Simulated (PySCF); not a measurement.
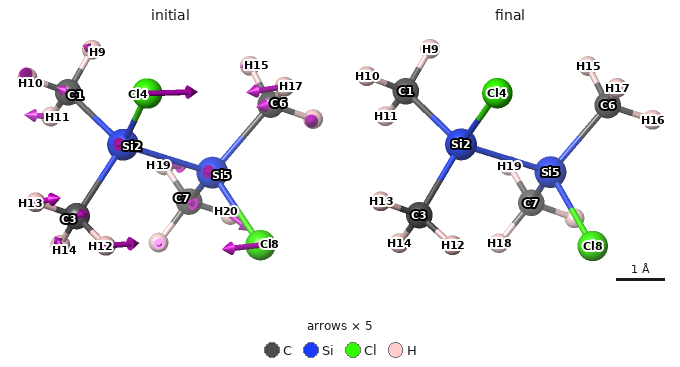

The structure of C₄H₁₂Cl₂Si₂ before (left) and after (right) a relaxation, at one scale. The purple arrows give the displacements, magnified 5 times.

The picture is a ball-and-stick view, seen from a free direction.

The start comes from GFN2-xTB.

Computed with PBE0-D3(BJ)/def2-SVP geometry optimisation, gas phase (PySCF). 

What changed between the two?

The largest move after the best rigid fit is that of Cl4, 0.24 Å. Largest moves by element: Cl 0.24 Å, H 0.19 Å, Si 0.09 Å, C 0.08 Å. Among the contacts that change: Si2–Cl4 2.048 → 2.099 Å, Si2–C3 1.909 → 1.870 Å, C1–Si2 1.910 → 1.876 Å, C1–H10 1.086 → 1.102 Å. Bond angles that change, for instance: Cl4–Si2–Si5 111.1° → 104.0°, Si2–Si5–Cl8 111.4° → 105.2°, C6–Si5–C7 108.7° → 111.9°. The energy falls by 0.189 eV in 7 geometry steps. Largest force component: 1.2 eV/Å at the start, 0.015 eV/Å at the end.
